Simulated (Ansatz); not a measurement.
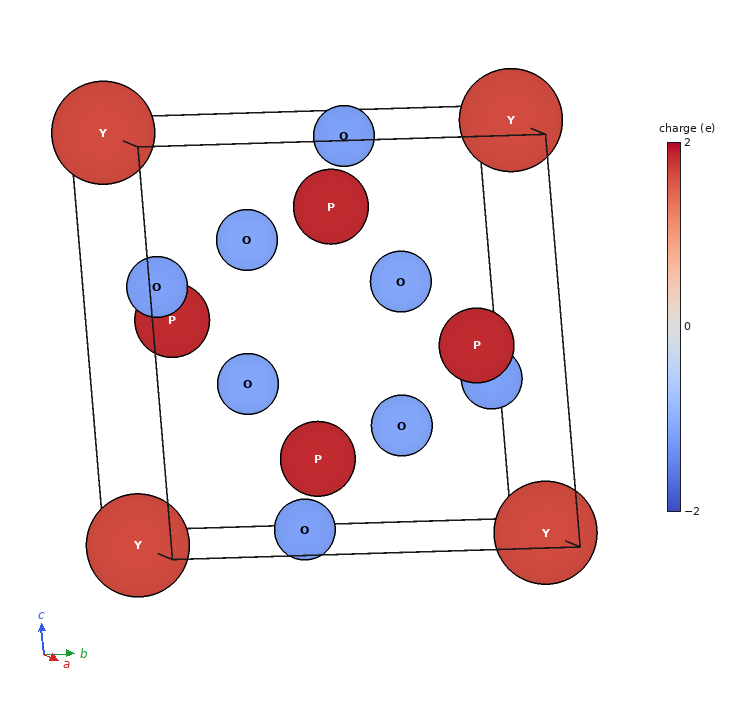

Drawn in the spheres-only manner and seen slightly off an axis. The simulation cell is drawn as a box. The atoms of this YP₄O₈ cell are coloured by their Bader charge.

Computational set-up: Ansatz 0.2.0, DFT, PAW plane waves, r2SCAN, an energy cutoff of 500 eV, a 6×6×6 sampling of the Brillouin zone, Fermi-Dirac smearing of 0.1 eV, no spin polarisation. The pressure of the cell is -11 GPa.

Question: Which atoms are positive and which negative?

Answer: Most positive: P; most negative: O. Charges: about Y +1.6 e; P +1.9 e; O -1.2 to -1.1 e.

The geometry is that of a generated cell, made by putting these elements into a known structure type (the compound may or may not exist in this form), without relaxation. It was the input of a calculation with Ansatz.

At this level of theory the cell isn't at rest (stretched, at -11 GPa and forces up to 1.2 eV/Å), so its distances can differ from those at equilibrium, the more so the softer the solid.
